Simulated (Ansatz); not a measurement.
# SiS (SMILES [Si-]#[S+]): BCCD(T)/STO-3G

What is the energy change on altering one bond length of SiS at BCCD(T)/STO-3G? 

The calculation is run with Ansatz 0.2.0.

48 further runs of the same task are left out: 13 that didn't finish, 35 set aside as unsound or not needed.

### Step 1. The structure to begin with

The species is SiS (2 atoms), meant as a singlet with charge 0. SMILES: `[Si-]#[S+]`. The bond length is the measured one.

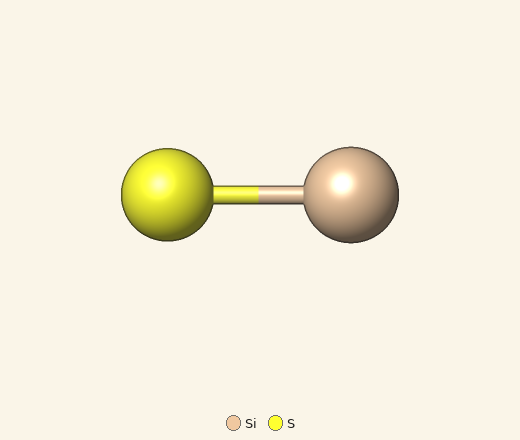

The structure, seen from a chosen angle (silicon light orange, sulfur yellow).

### Step 2. A single-point energy at BCCD(T)/STO-3G

molecule.yaml

```yaml
crystal:
  periodic: [false, false, false]
  atoms:
    - {symbol: Si, position_ang: [0.000000, 0.000000, 0.000000]}
    - {symbol: S, position_ang: [0.000000, 0.000000, 1.929321]}
basis:
  gaussian:
    orbitals: STO-3G
correlation:
  method: bccd_t
  frozen_orbitals: {S: 5, Si: 5}
accuracy: high
scf:
  omitted_lower_state_checks: [cluster_reference, increment]
```

Command:

```
$ ansatz run molecule.yaml --threads 1 --pin off --max-ram 2610MiB --events-out events.jsonl --progress --plain --runs-dir runs
```

Log (excerpt; [...] marks lines left out):

```text
Warning: RAYON_NUM_THREADS=1 ignored (pool sized by the plan → 1); use --threads N
Functional definition: HF
  name "HF"
[...]
299 factors; integrals over basis functions are off by at most 1.2e-8 eV
[...]
mean field -18469.51828879 eV, -678.7422780238 hartree, gradient 2.8e-8 eV, S^2 0.000000; 0 other end points of the search recorded, 0 dependent functions left out
10 core orbitals not correlated: weight in the atoms' cores, before any rotation towards them, 1.000 or more for the frozen orbitals, at most 0.000 for the correlated occupied ones
reference -18469.51828879 eV, -678.7422780238 hartree; 5, 5 occupied and 3, 3 virtual orbitals, 299 factors
second order -2.59581625 eV of doubles, -0.00000000 eV of singles
cycle   1  -2.04527267 eV  change    5.5e-1 eV  update   1.7e-1
[...]
cycle  18  -2.54281802 eV  change  -7.3e-10 eV  update   1.1e-9
perturbative correction -0.34752238 eV, -0.0127712119 hartree
Total energy: -18472.40862918 eV, -678.8484960742 hartree
Checks for a lower state left out: cluster_reference, increment
```

Wall time 0.34 s (1 thread of Arm Neoverse N1, shared host).

### Step 3. The distorted shape

molecule.yaml

```yaml
crystal:
  periodic: [false, false, false]
  atoms:
    - symbol: Si
      position_ang: [0.000000, 0.000000, -0.482379]
    - symbol: S
      position_ang: [0.000000, 0.000000, 1.929321]
basis:
  gaussian: {orbitals: STO-3G}
correlation: {method: bccd_t, frozen_orbitals: {S: 5, Si: 5}}
accuracy: high
scf: {omitted_lower_state_checks: [cluster_reference, increment]}
```

Command:

```
$ ansatz run molecule.yaml --threads 1 --pin off --max-ram 2610MiB --events-out events.jsonl --progress --plain --runs-dir runs
```

Log (excerpt; [...] marks lines left out):

```text
Warning: RAYON_NUM_THREADS=1 ignored (pool sized by the plan → 1); use --threads N
Functional definition: HF
  name "HF"
[...]
291 factors; integrals over basis functions are off by at most 9.1e-9 eV
[...]
mean field -18465.70625918 eV, -678.6021885197 hartree, gradient 7.1e-8 eV, S^2 0.000000; 2 other end points of the search recorded, 0 dependent functions left out; unrestricted orbitals would lower it
10 core orbitals not correlated: weight in the atoms' cores, before any rotation towards them, 1.000 or more for the frozen orbitals, at most 0.000 for the correlated occupied ones
reference -18465.70625918 eV, -678.6021885197 hartree; 5, 5 occupied and 3, 3 virtual orbitals, 291 factors
second order -3.11319292 eV of doubles, -0.00000000 eV of singles
cycle   1  -0.90280325 eV  change     2.2e0 eV  update   4.1e-1
[...]
cycle  28  -3.16881341 eV  change  -4.2e-10 eV  update  2.1e-10
perturbative correction -1.10979385 eV, -0.0407841718 hartree
Total energy: -18469.98486644 eV, -678.7594244364 hartree
Checks for a lower state left out: cluster_reference, increment
```

Wall time 0.43 s (1 thread of Arm Neoverse N1, shared host).

### Step 4. Results

At BCCD(T)/STO-3G, 10 core orbitals frozen:

| quantity | value |
| --- | --- |
| first shape: total energy | -678.84850 Eh |
| first shape: correlation energy (10 core orbitals frozen) | -106.2 mEh |
| first shape: (T) correction | -12.77 mEh |
| distorted shape: total energy | -678.75942 Eh |
| distorted shape: correlation energy (10 core orbitals frozen) | -157.2 mEh |
| distorted shape: (T) correction | -40.78 mEh |
| energy change with the Si1–S2 bond stretched from 1.929 to 2.412 Å | 2.424 eV |

**Reading.** With the Si1–S2 bond stretched from 1.929 to 2.412 Å the energy rises by 2.42 eV (234 kJ/mol). The first shape isn't relaxed at this level, so the change isn't measured from a minimum. The minimal basis adds a large error of its own. The triples (first shape) make up 12.0 % of the correlation energy. The restricted solution (distorted shape) is unstable to spin breaking: an unrestricted one lies lower. The triples (distorted shape) make up 25.9 % of the correlation energy.
